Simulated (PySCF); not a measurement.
# C$_{8}$H$_{13}$NSn: geometry relaxation

System: C$_{8}$H$_{13}$NSn.
Method: PBE0-D3(BJ)/def2-SVP geometry optimisation, gas phase (PySCF 2.14.0).

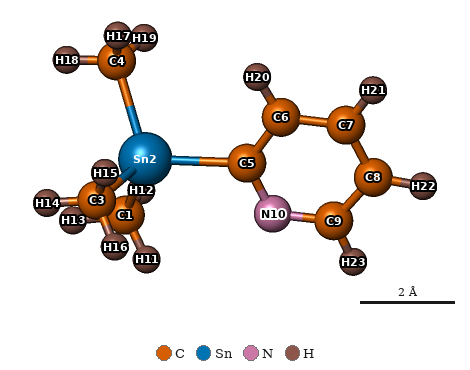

Figure 1. The structure as given in the input (ball-and-stick view, seen at a tilt; atoms are numbered from 1 in the order of the input). Sticks mark near contacts. Bond lengths as drawn: C–C 1.38 to 1.40 Å, C–H 1.05 to 1.13 Å, C–N 1.32 Å and C–Sn 2.19 to 2.21 Å.

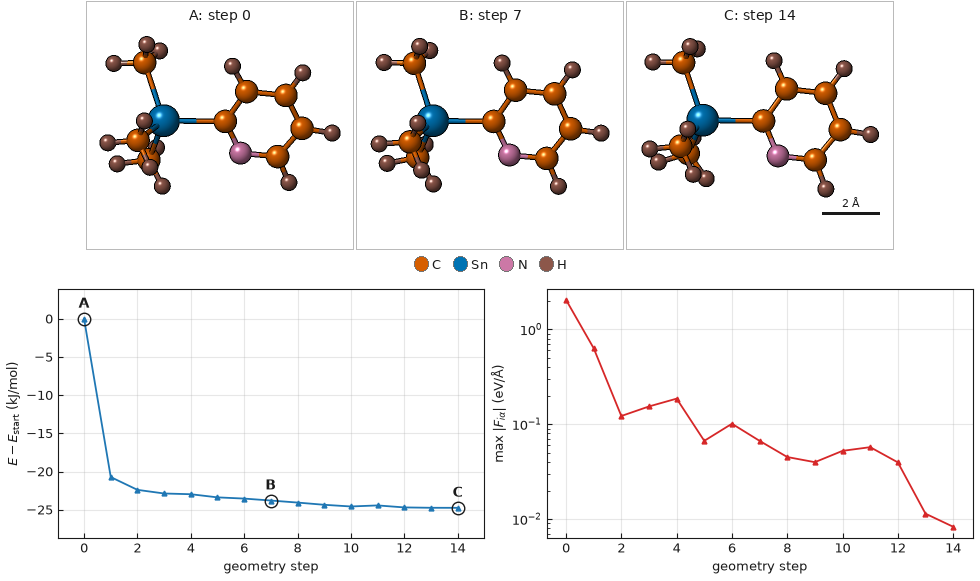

Figure 2. Frames of the relaxation (ball-and-stick view, seen at a tilt) above the curves, on which the letters mark them (steps are counted from 0).

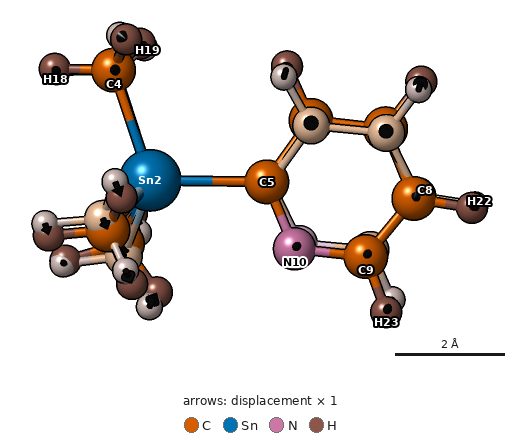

Figure 3. Start (faint) and end (solid) with the displacements as black arrows, at true length (ball-and-stick view, seen at a tilt). The two geometries are laid on each other by the best rigid fit. The largest move after the best rigid fit is that of H23, 1.05 Å. Largest moves by element: H 1.05 Å, C 0.57 Å, N 0.51 Å, Sn 0.04 Å. Distances before and after: Sn2–C4 2.206 → 2.157 Å, Sn2–C3 2.199 → 2.151 Å, C1–H11 1.055 → 1.100 Å, C1–Sn2 2.190 → 2.150 Å. Among the angles that change: C3–Sn2–C5 110.7° → 107.4°, H15–C3–H16 106.2° → 108.7°, Sn2–C1–H11 110.6° → 108.2°. The energy falls by 24.8 kJ/mol in 14 geometry steps. Largest force component: 2 eV/Å at the start, 0.0083 eV/Å at the end. (Atoms are counted from 1 in the order of the input.)

These pictures come from the run below.

## Input file
```
{"job": {"xc": "PBE0", "basis": "def2-SVP", "d3": "d3bj", "grid": 1, "maxiter": 30, "shake": 0.01, "kind": "geom"}, "charge": 0, "multiplicity": 1}
C     -2.201010    -1.486720    -1.003090
Sn    -1.262310     0.193850     0.041760
C     -1.970710     0.241790     2.123070
C     -1.696130     2.128610    -0.924290
C      0.896320    -0.175220    -0.034130
C      1.859950     0.829850     0.039840
C      3.208340     0.464900    -0.023630
C      3.538930    -0.867510    -0.160100
C      2.484820    -1.784780    -0.190990
N      1.210840    -1.450100    -0.136000
H     -1.843040    -2.404090    -0.625350
H     -2.014720    -1.401400    -2.063390
H     -3.321810    -1.423270    -0.861160
H     -3.048040     0.319190     2.163980
H     -1.537550     1.083400     2.658910
H     -1.651880    -0.649060     2.650370
H     -1.405220     2.970140    -0.307380
H     -2.807830     2.214480    -1.069100
H     -1.239110     2.189340    -1.881990
H      1.543090     1.865770     0.147130
H      3.956690     1.220740     0.014310
H      4.559230    -1.217170    -0.223220
H      2.688840    -2.839190    -0.332720
```

The first line tells a small driver script what to run in PySCF; the rest is the geometry in Å.

Launched with:
```bash
OMP_NUM_THREADS=1 python <driver script> task.json out
```

## What the program printed
```
step   0  E = -581.01942423  max force = 0.039851
step   1  E = -581.02731907  max force = 0.012316
step   2  E = -581.02795677  max force = 0.002375
step   3  E = -581.02813817  max force = 0.002995
step   4  E = -581.02817473  max force = 0.003618
step   5  E = -581.02833142  max force = 0.001300
step   6  E = -581.02839224  max force = 0.001968
step   7  E = -581.02848932  max force = 0.001299
step   8  E = -581.02859055  max force = 0.000877
step   9  E = -581.02870176  max force = 0.000775
step  10  E = -581.02878574  max force = 0.001019
step  11  E = -581.02873316  max force = 0.001114
step  12  E = -581.02883259  max force = 0.000770
step  13  E = -581.02885093  max force = 0.000222
step  14  E = -581.02885339  max force = 0.000161
optimisation converged
```

## Trajectory as extended XYZ (Å, eV, eV/Å), 5 of the 15 frames kept, from step=0 to step=14
```
23
Properties=species:S:1:pos:R:3:forces:R:3 step=0 energy=-15810.34384
C    -2.2010   -1.4867   -1.0031   -1.6690   2.0492   0.3076
Sn   -1.2623    0.1938    0.0418   -0.1851   0.0388   0.0141
C    -1.9707    0.2418    2.1231    0.6365   0.1374  -0.7246
C    -1.6961    2.1286   -0.9243   -1.6741  -0.8706   0.9945
C     0.8963   -0.1752   -0.0341   -0.9982   1.0311   0.3033
C     1.8599    0.8298    0.0398    0.2462  -0.2384  -0.0242
C     3.2083    0.4649   -0.0236   -0.9155   0.1393  -0.0327
C     3.5389   -0.8675   -0.1601   -0.5948  -0.4531   0.1359
C     2.4848   -1.7848   -0.1910    0.5959   0.0012  -0.3320
N     1.2108   -1.4501   -0.1360   -0.1794  -0.8650  -0.0694
H    -1.8430   -2.4041   -0.6253    0.6466  -1.4188   0.5817
H    -2.0147   -1.4014   -2.0634    0.2535  -0.0341  -0.6605
H    -3.3218   -1.4233   -0.8612    0.9575  -0.0969  -0.0253
H    -3.0480    0.3192    2.1640   -0.6571   0.0208  -0.0420
H    -1.5375    1.0834    2.6589    0.1479   0.4520   0.0879
H    -1.6519   -0.6491    2.6504    0.1041  -0.6054   0.1478
H    -1.4052    2.9701   -0.3074    0.3327   0.3733   0.3510
H    -2.8078    2.2145   -1.0691    0.7040  -0.1320   0.0814
H    -1.2391    2.1893   -1.8820    0.6828   0.0755  -1.1856
H     1.5431    1.8658    0.1471    0.1148   0.1937  -0.0278
H     3.9567    1.2207    0.0143    0.8598   0.7529   0.0651
H     4.5592   -1.2172   -0.2232    0.4244  -0.0472  -0.0376
H     2.6888   -2.8392   -0.3327    0.1666  -0.5037   0.0915
23
Properties=species:S:1:pos:R:3:forces:R:3 step=4 energy=-15810.58195
C    -2.1677   -1.4791   -1.0469    0.0048   0.1101  -0.0551
Sn   -1.2959    0.1524    0.0301   -0.0199   0.0069  -0.0147
C    -1.9021    0.1255    2.0912    0.0037  -0.0110   0.0076
C    -1.7991    2.0512   -0.8470   -0.0394   0.0241   0.0450
C     0.8402   -0.1424   -0.0492    0.0099   0.0935   0.0310
C     1.7796    0.8964   -0.0464    0.0800  -0.0656  -0.0397
C     3.1371    0.5827   -0.0810    0.0489   0.0894   0.0060
C     3.5233   -0.7545   -0.1135   -0.1861   0.0362   0.0018
C     2.5137   -1.7169   -0.1088    0.0424  -0.1120   0.0035
N     1.2149   -1.4276   -0.0776    0.0915  -0.0883   0.0108
H    -1.7008   -2.4046   -0.6918   -0.0029  -0.1156   0.0289
H    -1.9531   -1.3681   -2.1189   -0.0371  -0.0174  -0.0208
H    -3.2550   -1.5135   -0.8934   -0.0023  -0.0577  -0.0060
H    -2.9958    0.1946    2.1713   -0.0228   0.0013   0.0189
H    -1.4507    0.9731    2.6263   -0.0049  -0.0136   0.0304
H    -1.5683   -0.8123    2.5569   -0.0027   0.0052   0.0363
H    -1.4548    2.8774   -0.2087   -0.0033   0.0207   0.0028
H    -2.8905    2.1267   -0.9601    0.0064   0.0346  -0.0076
H    -1.3340    2.1501   -1.8359    0.0186   0.0168  -0.0766
H     1.4513    1.9389   -0.0237    0.0057   0.0038   0.0002
H     3.8891    1.3750   -0.0822    0.0311   0.0463   0.0002
H     4.5751   -1.0473   -0.1417   -0.0105   0.0006   0.0013
H     2.7735   -2.7822   -0.1300   -0.0110  -0.0085  -0.0041
23
Properties=species:S:1:pos:R:3:forces:R:3 step=7 energy=-15810.59051
C    -2.1897   -1.4784   -1.0688    0.0172   0.0020  -0.0002
Sn   -1.3010    0.1429    0.0248    0.0133   0.0087   0.0086
C    -1.9175    0.0793    2.0897   -0.0007  -0.0145  -0.0193
C    -1.7685    2.0741   -0.8218    0.0109  -0.0099  -0.0054
C     0.8448   -0.1456   -0.0481   -0.0071  -0.0152   0.0013
C     1.7760    0.8998   -0.1178   -0.0400   0.0125  -0.0136
C     3.1364    0.6031   -0.1406   -0.0059  -0.0364   0.0012
C     3.5238   -0.7336   -0.0941    0.0668   0.0003  -0.0007
C     2.5303   -1.7098   -0.0263   -0.0119   0.0210  -0.0034
N     1.2301   -1.4303   -0.0034   -0.0318   0.0377   0.0204
H    -1.7246   -2.4176   -0.7343   -0.0050   0.0338  -0.0129
H    -2.0068   -1.3589   -2.1463   -0.0011  -0.0034   0.0031
H    -3.2740   -1.5239   -0.8935    0.0049  -0.0040   0.0085
H    -3.0120    0.1541    2.1688    0.0069   0.0010  -0.0011
H    -1.4640    0.9091    2.6505   -0.0011   0.0051  -0.0032
H    -1.5938   -0.8691    2.5423   -0.0010  -0.0004  -0.0054
H    -1.3990    2.8769   -0.1664    0.0055  -0.0034  -0.0084
H    -2.8562    2.1923   -0.9324   -0.0012  -0.0062   0.0022
H    -1.3016    2.1829   -1.8124   -0.0132  -0.0060   0.0258
H     1.4355    1.9384   -0.1573   -0.0039  -0.0046   0.0015
H     3.8830    1.4010   -0.1945   -0.0120  -0.0184   0.0003
H     4.5779   -1.0195   -0.1103    0.0019  -0.0014   0.0004
H     2.8009   -2.7719    0.0113    0.0087   0.0017   0.0005
23
Properties=species:S:1:pos:R:3:forces:R:3 step=10 energy=-15810.59858
C    -2.1911   -1.4198   -1.1521   -0.0415  -0.0310  -0.0190
Sn   -1.3033    0.1446    0.0190    0.0062   0.0169   0.0156
C    -1.9324   -0.0608    2.0647   -0.0082   0.0026   0.0411
C    -1.7411    2.1215   -0.7200   -0.0109   0.0263   0.0019
C     0.8394   -0.1293   -0.0423    0.0025  -0.0271   0.0172
C     1.7577    0.8825   -0.3484    0.0328  -0.0327  -0.0084
C     3.1204    0.5894   -0.3387    0.0068   0.0297  -0.0111
C     3.5251   -0.7045   -0.0237   -0.0524  -0.0068   0.0048
C     2.5389   -1.6482    0.2674    0.0171  -0.0006   0.0005
N     1.2372   -1.3748    0.2599    0.0046  -0.0018   0.0070
H    -1.6782   -2.3598   -0.9043    0.0180  -0.0126  -0.0034
H    -2.0828   -1.2308   -2.2293    0.0093   0.0187   0.0014
H    -3.2595   -1.5247   -0.9133    0.0077   0.0117  -0.0073
H    -3.0274    0.0057    2.1419   -0.0029  -0.0021  -0.0039
H    -1.4856    0.7268    2.6883    0.0003  -0.0007  -0.0073
H    -1.6087   -1.0392    2.4478    0.0084   0.0021  -0.0068
H    -1.3223    2.8758   -0.0373   -0.0031   0.0045  -0.0042
H    -2.8256    2.2866   -0.7949   -0.0025  -0.0160   0.0061
H    -1.2972    2.2647   -1.7156   -0.0003   0.0001  -0.0209
H     1.4072    1.8888   -0.5932    0.0042   0.0035   0.0013
H     3.8579    1.3611   -0.5740    0.0110   0.0136  -0.0032
H     4.5812   -0.9823   -0.0023   -0.0002   0.0020  -0.0018
H     2.8204   -2.6778    0.5193   -0.0070  -0.0002   0.0003
23
Properties=species:S:1:pos:R:3:forces:R:3 step=14 energy=-15810.60042
C    -2.1561   -1.3837   -1.1933    0.0083   0.0037   0.0023
Sn   -1.2995    0.1588    0.0361    0.0013  -0.0082   0.0015
C    -1.9226   -0.0953    2.0790    0.0001   0.0013  -0.0048
C    -1.7922    2.1294   -0.6903    0.0036  -0.0048  -0.0017
C     0.8454   -0.1133   -0.0228   -0.0012   0.0043  -0.0022
C     1.7679    0.8647   -0.4151   -0.0048   0.0038  -0.0007
C     3.1278    0.5612   -0.4071   -0.0014  -0.0050   0.0015
C     3.5238   -0.7120   -0.0069    0.0080   0.0004  -0.0014
C     2.5358   -1.6232    0.3668   -0.0025   0.0038  -0.0005
N     1.2365   -1.3381    0.3604   -0.0012   0.0007   0.0008
H    -1.6174   -2.3212   -0.9931   -0.0058   0.0010  -0.0007
H    -2.0518   -1.1347   -2.2589   -0.0002  -0.0008   0.0002
H    -3.2214   -1.5245   -0.9615   -0.0021   0.0005  -0.0010
H    -3.0187   -0.0615    2.1592    0.0008  -0.0049   0.0010
H    -1.4947    0.6949    2.7123   -0.0026   0.0021   0.0001
H    -1.5661   -1.0701    2.4412    0.0029   0.0012   0.0028
H    -1.3832    2.9006   -0.0212    0.0017  -0.0003  -0.0008
H    -2.8837    2.2541   -0.7390   -0.0005   0.0031   0.0018
H    -1.3798    2.2812   -1.6987   -0.0030  -0.0012   0.0021
H     1.4222    1.8551   -0.7236   -0.0012  -0.0002  -0.0001
H     3.8687    1.3070   -0.7085   -0.0016  -0.0017   0.0003
H     4.5775   -0.9986    0.0168    0.0002   0.0004  -0.0003
H     2.8116   -2.6351    0.6871    0.0012   0.0006  -0.0003
```

## Key numbers

```tsv
quantity	value
outcome	converged
total energy	−581.028853 hartree
dipole moment	1.65 D
point group	C1
hardware	1 CPU thread, shared host
wall time	16 min
peak memory	1.1 GiB
```
